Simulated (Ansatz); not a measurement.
Stretching the Sn1–H3 bond in GeH6Sn (SMILES [GeH3][SnH3]) (multiplicity 1 held, fragments rigid). Energies count from the point at 1.712 Å.
Geometry at that point (charge 0, multiplicity 1):
```xyz
8

Sn    -1.0322     0.1022    -0.0172
Ge     1.5684    -0.1553     0.0261
H     -1.7216    -0.9461    -1.1826
H     -1.4714     1.7097    -0.4116
H     -1.7003    -0.2790     1.5128
H      1.9614    -1.6007     0.3808
H      2.1864     0.7877     1.0741
H      2.1673     0.1877    -1.3498
```

Unrestricted levels (U-) break spin symmetry where that is lower. Active spaces are followed from a long bond inwards. Curves can end on different states.

Frozen-core correlation. Filled d and f shells under p-block atoms count as core.

Codes used: Ansatz (a quantum-chemistry and plane-wave program) with Gaussian orbitals. Each number belongs to the level named beside it. In def2 rows elements past Kr take small-core potentials, without spin–orbit coupling.

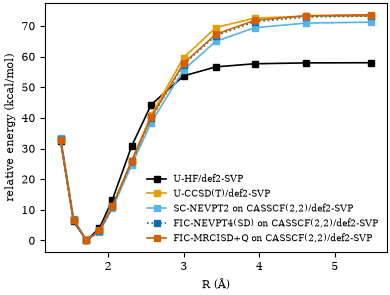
Fig. 1. Relative energy along the coordinate

Problem. Read off the U-HF/def2-SVP curve at R = 2.312.

Solution. about 31 kcal/mol

Doubts at one or more of the structures used: a spin-contaminated determinant (U-HF/def2-SVP, U-CCSD(T)/def2-SVP); T1 above 0.05 (U-CCSD(T)/def2-SVP).
